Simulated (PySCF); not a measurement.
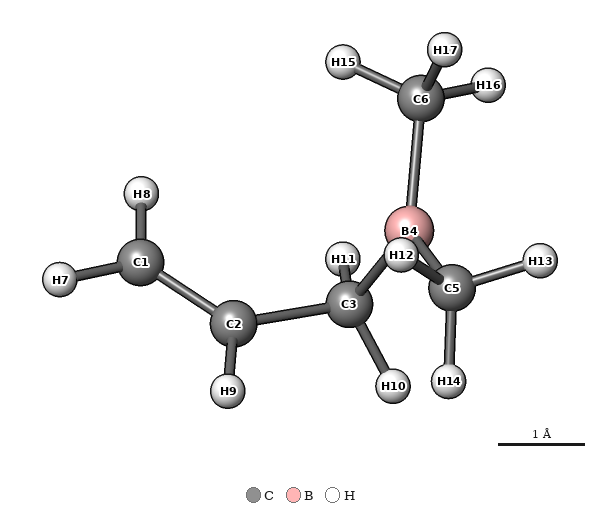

Fig. 1: The structure (ball-and-stick view, seen at a tilt; atoms are numbered from 1 in the order of the input). Bond lengths as drawn: B–C 1.57 to 1.59 Å, C–C 1.34 to 1.50 Å and C–H 1.09 to 1.11 Å.

# NMR shielding calculation of C5H11B

The run: NMR shielding calculation of C5H11B. Method and program: GIAO PBE0/STO-3G NMR shielding, non-relativistic, gas phase (PySCF 2.14.0).

The geometry comes from this level: PBE0-D3(BJ)/def2-SVP. Figures and captions count atoms from 1; the log counts them from 0 in places.

Output
```
coarse grid: 13336 points
cycle   1  E = -219.0603936097  dE =  3.111e-01  |g| = 2.930e-01  |ddm| = 4.882e+00
cycle   2  E = -219.0740444517  dE = -1.365e-02  |g| = 2.154e-01  |ddm| = 6.826e-01
cycle   3  E = -219.0881673942  dE = -1.412e-02  |g| = 2.853e-02  |ddm| = 2.915e-01
cycle   4  E = -219.0882886014  dE = -1.212e-04  |g| = 2.102e-02  |ddm| = 5.719e-02
cycle   5  E = -219.0884215669  dE = -1.330e-04  |g| = 2.501e-03  |ddm| = 2.609e-02
cycle   6  E = -219.0884237055  dE = -2.139e-06  |g| = 1.342e-04  |ddm| = 3.679e-03
final grid: 126344 points
cycle   7  E = -219.0675896474  dE = -8.282e-06  |g| = 3.745e-03  |ddm| = 1.379e-02
cycle   8  E = -219.0675913784  dE = -1.731e-06  |g| = 2.993e-03  |ddm| = 8.763e-03
cycle   9  E = -219.0675940478  dE = -2.669e-06  |g| = 6.077e-04  |ddm| = 4.062e-03
cycle  10  E = -219.0675941601  dE = -1.123e-07  |g| = 6.445e-05  |ddm| = 7.653e-04
cycle  11  E = -219.0675941614  dE = -1.341e-09  |g| = 1.240e-05  |ddm| = 1.001e-04
cycle  12  E = -219.0675941615  dE = -5.355e-11  |g| = 1.507e-06  |ddm| = 1.918e-05
```

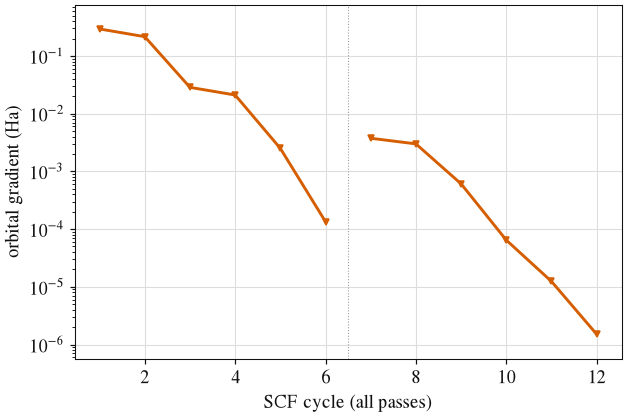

Fig. 2: Convergence of the self-consistent field: orbital gradient against the SCF cycle. The dotted line marks the change from a coarse to the final integration grid. The first 6 cycles use a coarse grid, the final grid takes over at cycle 7, and the field converges after 12 cycles in all.

```
converged SCF energy = -219.0675941615

GIAO shielding tensors (ppm)
atom      isotropic    diamagn.    paramagn.     s11        s22        s33       span
  0 C      127.966     253.875    -125.909     34.694    138.858    210.347    175.653
  1 C      124.826     253.971    -129.145     35.950    129.352    209.175    173.226
  2 C      201.511     248.016     -46.505    181.469    203.629    219.434     37.964
  3 B       45.730     197.589    -151.859    -11.191      5.972    142.410    153.601
  4 C      218.641     246.457     -27.816    207.087    222.835    226.001     18.914
  5 C      219.104     246.845     -27.741    208.433    222.696    226.183     17.749
  6 H       27.458      30.500      -3.042     24.524     26.203     31.647      7.123
  7 H       27.580      32.488      -4.908     24.114     26.463     32.162      8.048
  8 H       27.307      32.884      -5.576     24.751     27.591     29.580      4.829
  9 H       30.318      31.432      -1.114     26.371     27.888     36.695     10.324
 10 H       30.103      32.954      -2.851     27.396     28.008     34.904      7.508
 11 H       31.737      31.743      -0.007     28.184     28.894     38.132      9.949
 12 H       31.468      29.984       1.484     26.798     29.319     38.287     11.489
 13 H       31.350      31.667      -0.318     26.803     30.192     37.053     10.250
 14 H       31.380      32.701      -1.321     26.535     30.294     37.311     10.777
 15 H       31.816      30.340       1.476     27.403     29.236     38.809     11.406
 16 H       31.431      31.290       0.141     26.881     29.733     37.678     10.797
```

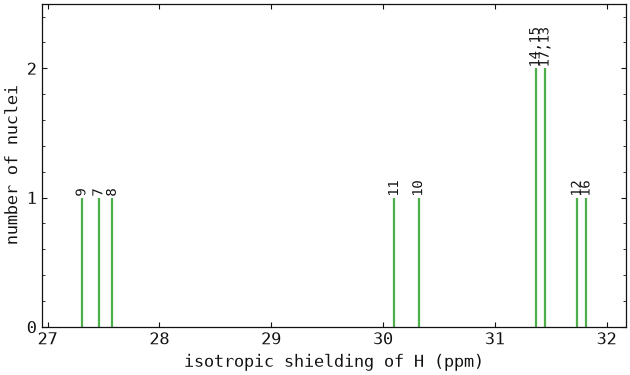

Fig. 3: Isotropic shieldings of the hydrogen nuclei in this fixed geometry, labelled by atom number; shielding grows to the right, so chemical shift grows to the left. The least shielded is H9 (27.3 ppm), the most shielded H16 (31.8 ppm).

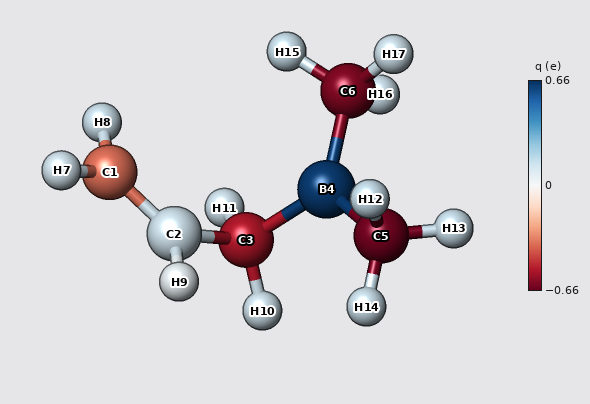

Fig. 4: ESP-fitted charges, as the colour of each atom (ball-and-stick view, seen at a tilt; atoms are numbered from 1 in the order of the input). By element: C −0.63 to +0.12, B +0.62 and H +0.05 to +0.15 e.

The run was set up as follows.

Input
```
{"job": {"kind": "nmr", "xc": "PBE0", "basis": "STO-3G", "pop": true}, "charge": 0, "multiplicity": 1}
C      2.477704    -0.045381    -0.233425
C      1.475970    -0.729586     0.329201
C      0.453916    -0.165685     1.271622
B     -0.754335     0.150177     0.292215
C     -1.659176    -1.010711    -0.262733
C     -0.997567     1.638385    -0.152012
H      3.157560    -0.517590    -0.947177
H      2.661546     1.006135     0.011341
H      1.336839    -1.779097     0.040000
H      0.179208    -0.920746     2.026243
H      0.842591     0.732159     1.775587
H     -1.511824    -1.084999    -1.355576
H     -2.724327    -0.748437    -0.137282
H     -1.484933    -2.003210     0.178117
H     -0.048350     2.152690    -0.375436
H     -1.424735     2.173955     0.717343
H     -1.688338     1.769340    -0.997793
```

The first line tells a small driver script what to run in PySCF; the rest is the geometry in Å.

Summary

- outcome: converged
- total energy: −219.067594 hartree
- HOMO: −5.23 eV
- LUMO: 2.17 eV
- dipole moment: 0.32 D
- isotropic shielding, C: 124.8 to 219.1 ppm
- isotropic shielding, B: 45.7 ppm
- isotropic shielding, H: 27.3 to 31.8 ppm
- hardware: 1 CPU thread, shared host
- wall time: 3 s
- peak memory: 0.66 GiB
